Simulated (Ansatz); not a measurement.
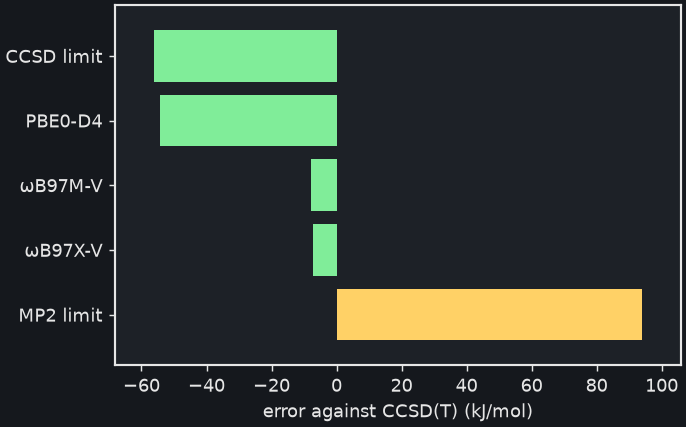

Error in the electronic atomisation energy (method less reference, so positive means overbinding) of CH₅FO₂Si, SMILES OCO[SiH2]F: functionals in def2-TZVPP against frozen-core CCSD(T) at the limit (MP2 extrapolated from triple and quadruple zeta, plus CCSD(T) less MP2 in a smaller set), which gives 3834.6 kJ/mol, at a PBE0-D4/def2-TZVP geometry (no frequency check), no zero-point or spin-orbit term, the Ansatz code 0.2.0. The reference leaves out core correlation, a term that grows with the number of heavy atoms. Limit means the basis limit.

### What range do the values span?

From −56.1 kJ/mol (CCSD limit) to 93.9 kJ/mol (MP2 limit).

### Give the values.

| level | kJ/mol |
| --- | --- |
| CCSD limit | −56.1 |
| PBE0-D4 | −54.2 |
| ωB97M-V | −7.9 |
| ωB97X-V | −7.2 |
| MP2 limit | 93.9 |

Limits of at least one run: one conformer of a flexible molecule.
